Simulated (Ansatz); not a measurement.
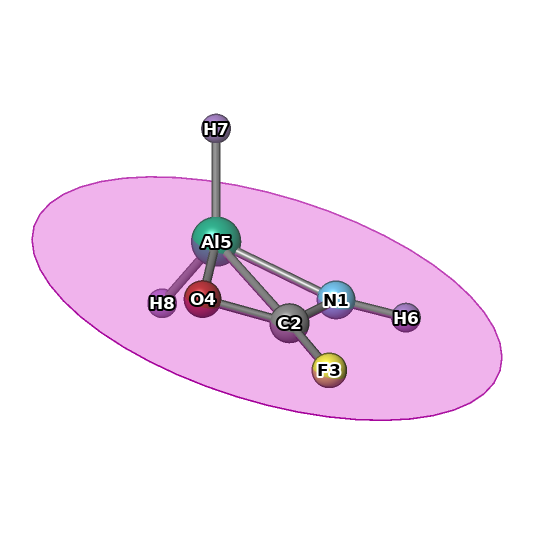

A disc through the centre of mass is drawn in. Atoms fade into the background with distance from the viewer. Computed geometry: PBE-D4/def2-SVP optimisation. No frequency run is at hand to confirm it as a minimum.

Question: Is the plane of the disc a mirror plane of the structure?

Answer: Yes. The reflection leaves N1, C2, F3, O4, Al5, H6 in place and moves H7 ↔ H8. The point group is Cs.
